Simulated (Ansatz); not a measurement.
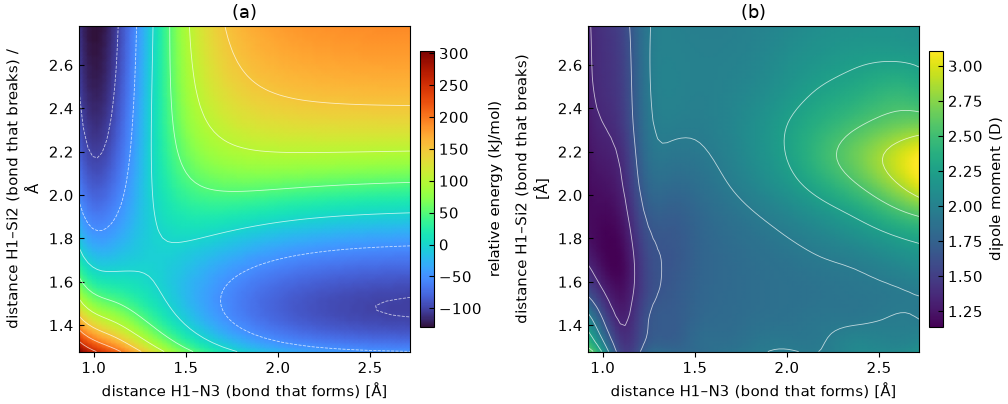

The reacting system H₆NSi (fragments H₄Si + H₂N where the first distance is long, H₃N + H₃Si where the second is long), spin multiplicity 2. 
- Coordinates scanned: (1) distance H1–N3 (bond that forms); (2) distance H1–Si2 (bond that breaks).
- Relaxed at each point: all other coordinates.
- Grid: 13 × 13 points.
- Points are written as (first, second).
- All energies are given in kJ/mol relative to a guessed transition structure relaxed with its forming and breaking bonds held.
- In part of the range the unrestricted reference is strongly spin-contaminated.
- The calculation used UHF/def2-SVP in Ansatz 0.2.0.

Panel (a) is the energy; panel (b) is the computed dipole moment, in D.

Drawn: a smooth colour map with a few white contour lines. Between grid points the surface is interpolated.

How does the dipole moment vary over the map, and what is it at the lowest grid point?

Leaving out the highest fifth of the energies, it runs from 1.16 D at (0.999 Å, 1.780 Å) to 3.11 D at (2.718 Å, 2.182 Å). At the lowest grid point, (0.999 Å, 2.778 Å), it is 1.42 D. That point lies on the edge of the scan.

| second ↓, first → | 0.918 | 0.999 | 1.110 | 1.236 | 1.374 | 1.521 | 1.675 | 1.836 | 2.002 | 2.174 | 2.351 | 2.532 | 2.718 |
| --- | --- | --- | --- | --- | --- | --- | --- | --- | --- | --- | --- | --- | --- |
| 2.778 | 1.32 | 1.42 | 1.55 | 1.91 | 2.00 | 1.98 | 1.98 | 2.01 | 2.05 | 2.10 | 2.13 | 2.16 | 2.11 |
| 2.623 | 1.31 | 1.41 | 1.52 | 1.91 | 2.01 | 1.99 | 2.00 | 2.04 | 2.11 | 2.17 | 2.22 | 2.24 | 2.22 |
| 2.472 | 1.29 | 1.39 | 1.51 | 1.90 | 2.02 | 1.99 | 2.02 | 2.08 | 2.17 | 2.27 | 2.34 | 2.43 | 2.40 |
| 2.325 | 1.26 | 1.35 | 1.47 | 1.88 | 1.98 | 1.97 | 2.03 | 2.12 | 2.25 | 2.38 | 2.51 | 2.62 | 2.69 |
| 2.182 | 1.22 | 1.29 | 1.41 | 1.84 | 1.91 | 1.93 | 2.00 | 2.11 | 2.26 | 2.45 | 2.64 | 2.86 | 3.11 |
| 2.043 | 1.19 | 1.23 | 1.35 | 1.76 | 1.82 | 1.86 | 1.94 | 2.05 | 2.17 | 2.33 | 2.50 | 2.73 | 3.01 |
| 1.909 | 1.19 | 1.18 | 1.27 | 1.67 | 1.72 | 1.79 | 1.87 | 1.95 | 2.03 | 2.14 | 2.26 | 2.42 | 2.57 |
| 1.780 | 1.24 | 1.16 | 1.20 | 1.58 | 1.67 | 1.76 | 1.83 | 1.88 | 1.93 | 2.00 | 2.07 | 2.16 | 2.26 |
| 1.658 | 1.39 | 1.22 | 1.18 | 1.55 | 1.67 | 1.76 | 1.81 | 1.85 | 1.88 | 1.92 | 1.95 | 2.00 | 2.08 |
| 1.543 | 1.63 | 1.39 | 1.23 | 1.56 | 1.69 | 1.77 | 1.81 | 1.84 | 1.87 | 1.89 | 1.91 | 1.93 | 1.96 |
| 1.438 | 2.03 | 1.63 | 1.31 | 1.62 | 1.70 | 1.79 | 1.82 | 1.86 | 1.88 | 1.91 | 1.91 | 1.95 | 1.94 |
| 1.345 | 2.37 | 1.91 | 1.41 | 1.65 | 1.71 | 1.82 | 1.84 | 1.90 | 1.91 | 1.93 | 2.01 | 2.00 | 2.03 |
| 1.278 | 2.64 | 2.22 | 1.50 | 1.75 | 1.80 | 1.83 | 1.88 | 1.94 | 1.96 | 1.95 | 2.05 | 2.06 | 2.14 |
